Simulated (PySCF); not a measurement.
# EPR calculation of C₃H₆NSi

The run: EPR calculation of C₃H₆NSi, multiplicity 2. Method and program: UKS B3LYP, pcH-1 on C H N Si, non-relativistic, mean-field spin-orbit, GIAO (PySCF 2.14.0).

It belongs to a series of runs on one base structure; here: H removed from sp2 C.

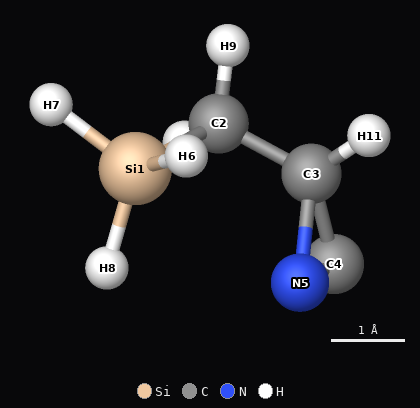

Fig. 1: The structure as given in the input (ball-and-stick view, seen at a tilt; atoms are numbered from 1 in the order of the input). Bond lengths as drawn: C–C 1.45 to 1.47 Å, C–H 1.08 to 1.09 Å, C–N 1.24 to 1.58 Å, C–Si 1.94 Å and H–Si 1.46 to 1.47 Å.

**Input file**
```
{"job": {"kind": "epr", "basis": "pcH-1"}, "charge": 0, "multiplicity": 2}
Si     1.409065    -0.137674    -0.210703
C     -0.180541     0.209799     0.839103
C     -1.293907     0.307246    -0.121166
C     -2.116768    -0.834469    -0.485853
N     -1.192928    -0.734273    -1.310784
H      1.489437     0.876364    -1.257107
H      2.514060     0.015236     0.742721
H      1.371640    -1.496602    -0.729561
H     -0.076244     1.126408     1.414028
H     -0.307840    -0.626532     1.525711
H     -1.610550     1.297166    -0.432353
```

The first line tells a small driver script what to run in PySCF; the rest is the geometry in Å.

Machine: 1 CPU thread, shared host.

Command:
```bash
OMP_NUM_THREADS=1 python <driver script> task.json out
```

**What the program printed**
```
UKS, coarse grid
  cycle   1  E = -462.02098118  |g| = 2.41e-01
  cycle   2  E = -462.00880224  |g| = 2.93e-01
  cycle   3  E = -462.04196554  |g| = 1.11e-01
  cycle   4  E = -462.04643448  |g| = 3.99e-02
  cycle   5  E = -462.04717663  |g| = 8.87e-03
  cycle   6  E = -462.04722088  |g| = 2.91e-03
  cycle   7  E = -462.04722958  |g| = 1.02e-03
  cycle   8  E = -462.04723031  |g| = 4.06e-04
UKS, final grid
  cycle   1  E = -462.04719506  |g| = 2.90e-04
  cycle   2  E = -462.04719516  |g| = 3.03e-04
  cycle   3  E = -462.04719521  |g| = 1.54e-04
  cycle   4  E = -462.04719524  |g| = 1.24e-04
  cycle   5  E = -462.04719526  |g| = 3.30e-05
  cycle   6  E = -462.04719526  |g| = 1.00e-05
E = -462.04719526 Eh   <S^2> = 0.7553 (exact 0.7500)
g shifts (ppm)      1          2          3
  rmc          -176       -176       -176
  gc              5         10        -43
  oz_so       -1389        741       3287
  total       -1559        575       3068
hyperfine (MHz)  atom isotope    a_iso     a_fc   dipolar eigenvalues
    0  29Si     -46.09     -46.14    -11.40      5.38      6.02
    1   13C      -7.90      -7.91     -4.11     -1.56      5.67
    2   13C      61.47      61.50    -40.06    -39.52     79.58
    3   13C     411.10     411.14    -42.53    -31.20     73.73
    4   14N      35.62      35.62    -10.20     -5.61     15.81
    5    1H      -1.71      -1.71     -2.17     -1.21      3.38
    6    1H      18.17      18.17     -1.42     -0.69      2.11
    7    1H      -0.89      -0.89     -2.10     -0.93      3.03
    8    1H       8.51       8.51     -2.95     -2.46      5.41
    9    1H      35.66      35.65     -3.61     -1.55      5.16
   10    1H     -29.10     -29.11    -17.82     -3.64     21.46
```

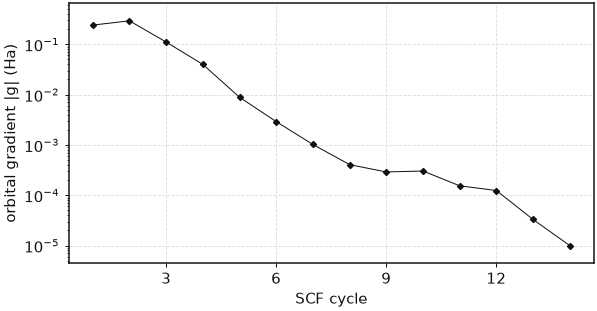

Fig. 2: Convergence of the self-consistent field: orbital gradient |g| against the SCF cycle. All cycles printed in the log are drawn one after another.

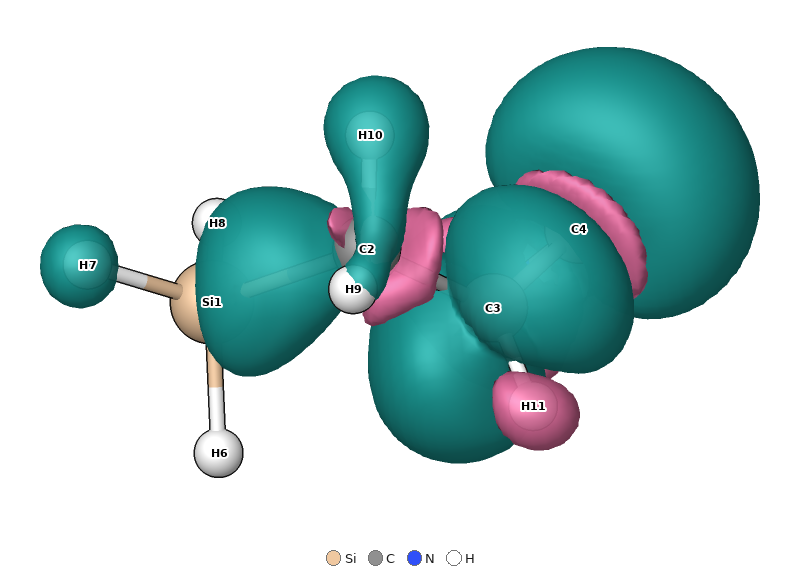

Fig. 3: Isosurfaces of the spin density (α minus β) at +0.006 (teal) and −0.006 e/Å³ (pink), seen from the side. The unpaired spin (1 electron) lies mostly on C4 (about 0.5), C3 (about 0.3) and N5 (about 0.1), in electrons by Hirshfeld's partition.

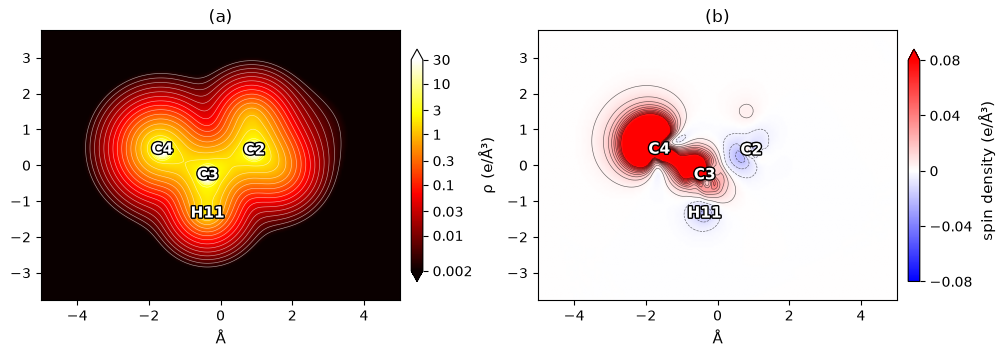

Fig. 4: (a) electron density; (b) spin density (α minus β) on the plane of atoms C2, C3 and C4. The section cuts through C and H sites. The unpaired spin (1 electron) lies mostly on C4 (about 0.5), C3 (about 0.3) and N5 (about 0.1), in electrons by Hirshfeld's partition.

**Results in brief**

```json
{"quantity": "outcome", "value": "converged"}
{"quantity": "total energy", "value": "−462.047195 hartree"}
{"quantity": "⟨S²⟩", "value": "0.755"}
{"quantity": "isotropic g", "value": "2.0030"}
{"quantity": "wall time", "value": "30 s"}
{"quantity": "peak memory", "value": "0.68 GiB"}
```
